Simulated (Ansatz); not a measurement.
# Lattice dynamics of PbS2 (model cell, started as rutile), part 2 of 3

Task: relax PbS2 (model cell, started as rutile), then find its harmonic phonons.

Ansatz 0.2.0; DFT PBEsol, scalar-relativistic, plane waves, PAW.

So far: The structure; Relaxation. The relaxed cell has a = 6.281, c = 3.977 Å (conventional setting).

The structure was built from a prototype and need not be the compound's stable phase.

**3. Tight relaxation**

Phonons need a cell at rest on their own settings, so the relaxation is repeated with tight tolerances on forces and stress, using the mesh and the filling of the phonon run that follows.

The input, input.yaml:

```yaml
crystal:
  lattice:
    - [6.2811235934, 0.0, 0.0]
    - [0.0, 6.2811235934, 0.0]
    - [0.0, 0.0, 3.9771181291]
  atoms:
    - { symbol: Pb, position: [0.0, 0.0, 0.0] }
    - { symbol: Pb, position: [0.5, 0.5, 0.5] }
    - { symbol: S, position: [0.3051114232, 0.3051114232, 0.0] }
    - { symbol: S, position: [0.6948885768, 0.6948885768, 0.0] }
    - { symbol: S, position: [0.8051114232, 0.1948885768, 0.5] }
    - { symbol: S, position: [0.1948885768, 0.8051114232, 0.5] }
kpoints:
  mp_grid: { grid: [6, 6, 8] }
hamiltonian:
  xc: pbesol
scf:
  occupations: { method: gaussian, width: 0.01 }
output:
  forces: true
  stress: true
  eigenvalues: true
  write_density: true
  write_potential: true
  elf: true
  volumetric_format: npy
relax:
  adjacent_minimum: "off"
  f_tol: 0.001
  max_steps: 60
  cell: { stress_tol: 0.01 }
```

Started as:

```bash
$ ansatz run input.yaml --threads 8 --pin off --max-ram 14336MiB --backend cpu --events-out ev --progress --plain --runs-dir out
```

Numbers of over 12 decimals in the logs are rounded to 6 here.

What it wrote:

```text
[...]
Crystal: 6 atoms, lattice volume = 156.907 Å³
Basis set: ecut = 420 eV, 3089 PW (Γ), exchange–correlation on 90×90×54 points (8 copies of the dense FFT grid, shifted against one another)
Bands: 32, of which v1, the nominal top of the filled ones, is band 26 counted from 1 (25 counted from 0)
Symmetry: 16 space group operations
[...]
k-points: 50 of 288
[...]
cell:  # Å, volume = 156.9073 Å³
    - [6.2811235934, 0.0, 0.0]
    - [0.0, 6.2811235934, 0.0]
    - [0.0, 0.0, 3.9771181291]
  atoms:
    - { symbol: Pb, position: [0.0, 0.0, 0.0] }
    - { symbol: Pb, position: [0.5, 0.5, 0.5] }
    - { symbol: S, position: [0.305111, 0.305111, 0.0] }
    - { symbol: S, position: [0.6948885768, 0.6948885768, 0.0] }
    - { symbol: S, position: [0.8051114232, 0.1948885768, 0.5] }
    - { symbol: S, position: [0.1948885768, 0.8051114232, 0.5] }
[key lines of the parts left out:]
SCF converged after 6 iterations
Free energy (F): -27048.581128 eV
Fermi energy:    5.548786 eV
P = ⅓ Tr σ = -0.0005 GPa (-0.005 kbar)
```

The job ended after 9.6 s (8 threads of Arm Neoverse N1, shared host; peak memory 0.71 GiB; 71 s of CPU time).

Little changed from the start: no atom moved by 0.005 Å and no cell edge by 0.1 %.

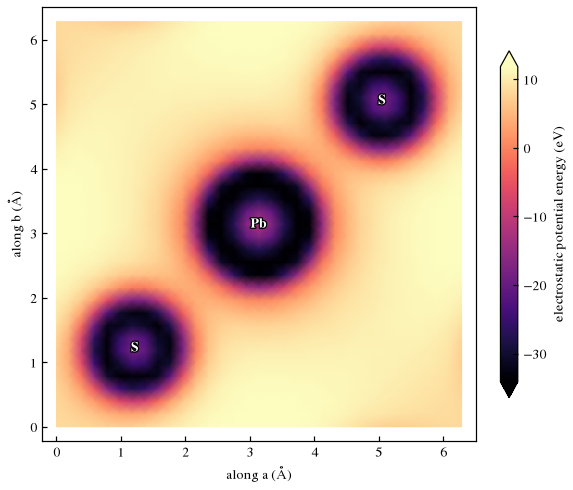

Electrostatic potential energy in the ab plane at fractional z = 0.000, with atoms of Pb and S within 0.2 Å of it. With pseudopotentials it is smooth inside the atoms' cores, unlike the true potential. The map starts off the cell's origin, so that atoms lie inside it.

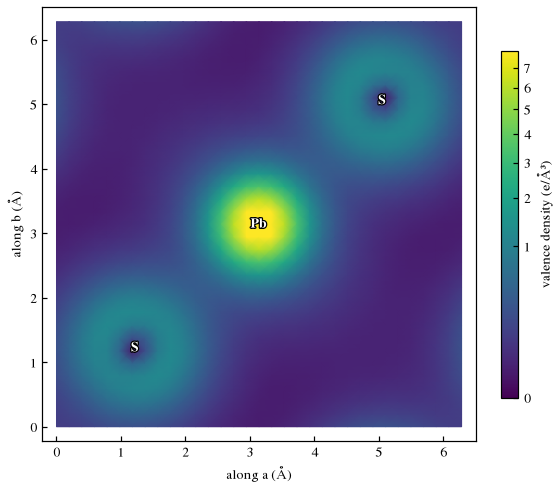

Valence density in the ab plane at fractional z = 0.000, with atoms of Pb and S within 0.2 Å of it. It is the smooth field of the valence electrons, not physical close to the nuclei. The map starts off the cell's origin, so that atoms lie inside it. The colour scale is stretched toward low values.

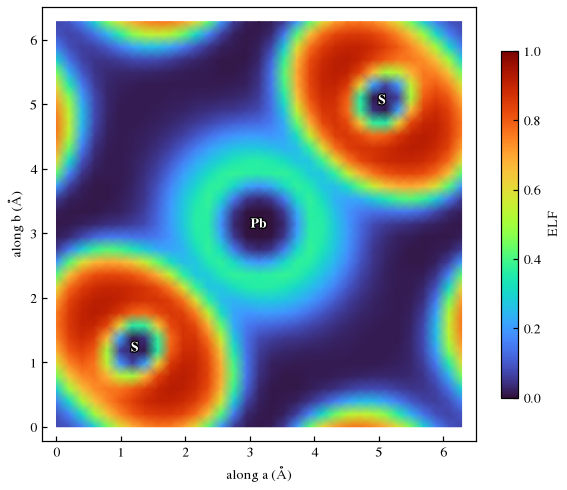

ELF in the ab plane at fractional z = 0.000, with atoms of Pb and S within 0.2 Å of it. It is the smooth field of the valence electrons, not physical close to the nuclei. The map starts off the cell's origin, so that atoms lie inside it.

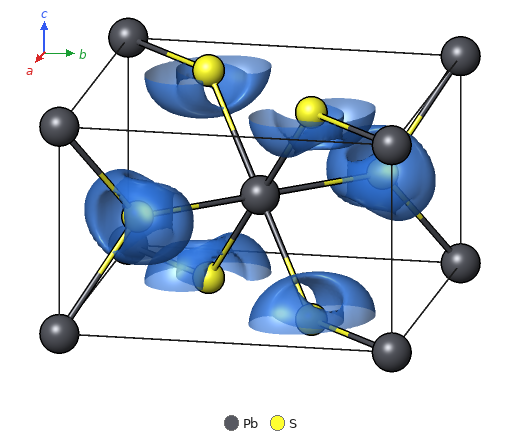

Surface of ELF = 0.84.

The largest force component left is 0.026 meV/Å and the pressure is 0.000 GPa, within the tolerances set. The cell now holds 26.15 Å³/atom.

**4. Modes at Γ**

The zone centre comes first: it holds the modes that light can see, as far as symmetry allows. No field response is asked.

input.yaml, as its differences from that of step 3:

```diff
@@ -19,13 +19,4 @@
 output:
-  forces: true
-  stress: true
   eigenvalues: true
-  write_density: true
-  write_potential: true
-  elf: true
-  volumetric_format: npy
-relax:
-  adjacent_minimum: "off"
-  f_tol: 0.001
-  max_steps: 60
-  cell: { stress_tol: 0.01 }
+phonons:
+  method: dfpt
```

What it wrote:

```text
zone centre: on kpoints.mp_grid the ground state, and the responses unless they are solved on pairs of k-points, stand on 100 of the mesh's 288 k-points, reduced under 2 symmetry operations, with k and −k counted as one. Each operation leaves every solved displacement unchanged or reverses it
[...]
Crystal: 6 atoms, lattice volume = 156.907 Å³
Basis set: ecut = 420 eV, 3089 PW (Γ), exchange–correlation on 96×96×60 points (8 copies of the dense FFT grid, shifted against one another)
Bands: 32, of which v1, the nominal top of the filled ones, is band 26 counted from 1 (25 counted from 0)
Symmetry: 16 space group operations
k-points: 100 of 288 (irreducible under 2 space group operations, time reversal used)
[...]
SCF iter   1: F=—  HF=-27048.592943 eV  |F-HF|=—  |Δ(HF+E_count)|=         —  Δρ=4.22e-3  dr2=4.19e-2  ethr=1.77e-3  ⟨swp⟩=8.4  Hψ=16451  notcnv=0
[...]
SCF iter  10: F=-27048.581128 eV  HF=-27048.581128 eV  |F-HF|=0.00e0  |Δ(HF+E_count)|=  2.91e-11  Δρ=4.99e-8  dr2=3.78e-12  ethr=1.00e-12  ⟨swp⟩=11.9  Hψ=17709  notcnv=0
SCF 1 converged in 10 iterations: F = -27048.581128 eV  dr2 = 3.78e-12
[...]
DFPT response loops at Γ: preconditioner auto → Resta (q_TF=auto, 2.270 Å⁻¹)  ε∞=18.8 (no band partly filled); β = 1.00, the filter's whole step (`scf.mixing.beta` (0.50) is not read by the response loops at its default; to damp them type it under 1.00, their step now; it binds the ground state too); Broyden in place of MSR1
SCF converged after 10 iterations
Free energy (F): -27048.581128 eV
[...]
Internal energy: -27048.581128 eV  (E = F + TS)
E sigma→0 (E₀):  -27048.581128 eV
Fermi energy:    5.548786 eV
[...]
--- Band table (eV; the first three rows and the last of 100) ---
  k-point 0: bands = [... 22 lower, 4.8386, 4.8386, 5.2536, 5.2536, 5.9038, 6.8601, 8.7154, 8.7154, ... 2 higher]
  k-point 1: bands = [... 22 lower, 4.2071, 5.2903, 5.2949, 5.2949, 5.7894, 7.2071, 9.3877, 9.3877, ... 2 higher]
  k-point 2: bands = [... 22 lower, 3.5576, 5.1492, 5.1492, 5.4642, 5.7662, 7.4634, 10.0561, 10.5461, ... 2 higher]
  k-point 99: bands = [... 22 lower, 4.9069, 4.9069, 5.0528, 5.0528, 5.8605, 5.8605, 10.6816, 10.6816, ... 2 higher]
--- Phonons (Γ-DFPT): 4 representative perturbations + reference, on 100 of 288 k-points (Σ response iterations 12) ---
  k mesh reduced under 2 symmetry operations, with k and −k counted as one. Each operation leaves every solved displacement unchanged or reverses it
  ASR residual: 3.687e-5 → 0.000e0 eV/Å²; symmetrization residual: 3.317e-6 eV/Å²
  ASR residual per site (eV/Å²): 3.69e-5 3.69e-5 3.49e-5 3.49e-5 3.49e-5 3.49e-5
  Γ frequencies (cm⁻¹): -83.01 -83.01 -81.87 -61.85 0.00 0.00 0.00 30.40 95.90 95.90 190.95 190.95 203.34 241.64 241.64 248.23 276.76 298.15
  non-analytic LO–TO correction: not included (Born effective charges unavailable; polar crystals: no LO–TO splitting at Γ)
```

Elapsed: 63 s, on 8 threads; peak memory 2 GiB; 7.8 min of CPU time.

The column dr2 measures how far the density is from self-consistency, as an energy; F and HF (Harris–Foulkes) agree once it is small.

This step gave:

```
sum-rule residual before enforcement                    : 3.69e-5 eV/Å²
point group                                             : 4/mmm
highest optical mode at the zone centre (no LO-TO term) : 298.1 cm⁻¹
lowest optical zone-centre mode                         : -83.01 cm⁻¹
```

Without the LO-TO term. Patterns of degenerate modes are one choice out of their space. Modes at Γ, with each element's share of the kinetic energy (negative means imaginary):

```csv
mode,frequency (cm⁻¹),symmetry,Pb %,S %
1,-83.0,Eu,14,86
2,-83.0,Eu,14,86
3,-81.9,A2g,0,100
4,-61.9,B1g,0,100
5,0.0,acoustic,76,24
6,0.0,acoustic,76,24
7,0.0,acoustic,76,24
8,30.4,B1u,89,11
9,95.9,Eu,96,4
10,95.9,Eu,96,4
11,190.9,Eg,0,100
12,190.9,Eg,0,100
13,203.3,A2u,24,76
14,241.6,Eu,14,86
15,241.6,Eu,14,86
16,248.2,B1u,11,89
17,276.8,A1g,0,100
18,298.1,B2g,0,100
```

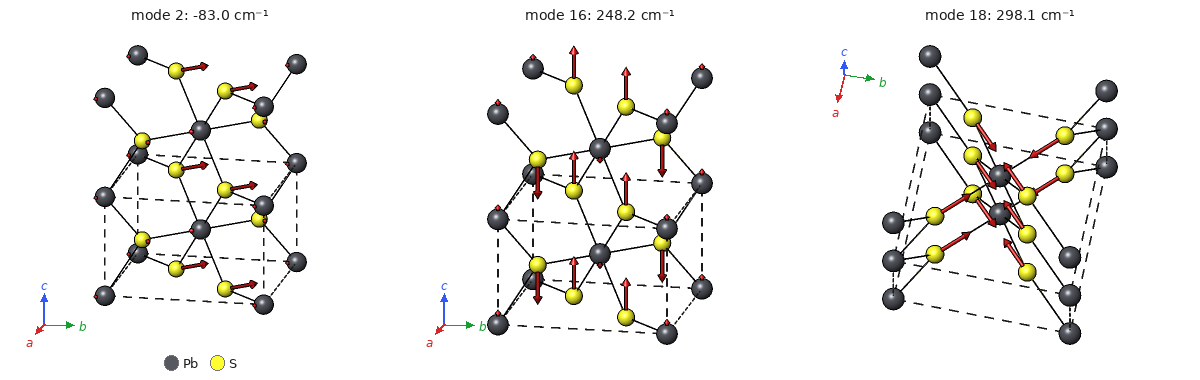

Displacement patterns of modes 2, 16 and 18 at Γ; arrows are exaggerated. 1×1×2 cells are drawn. Some periodic images of atoms are drawn too.

Before it was imposed, the acoustic sum rule was missed by 3.7e-5 eV/Å². Small misses are needed for a sound result but don't prove that mesh and cutoff are converged. The lowest optical mode is imaginary, 83.0i cm⁻¹, so the energy falls along it.

(Continued in part 3 of 3.)

[Logs are printed without paths, hosts, clocks, repeated set-up lines and the standing remarks that a program may print on its own settings, such as how far it seeks lower states.]

[Hosts, paths, dates, database ids (printed as entryN), source tags and the programs' standing remarks are cut or masked in the printed files.]
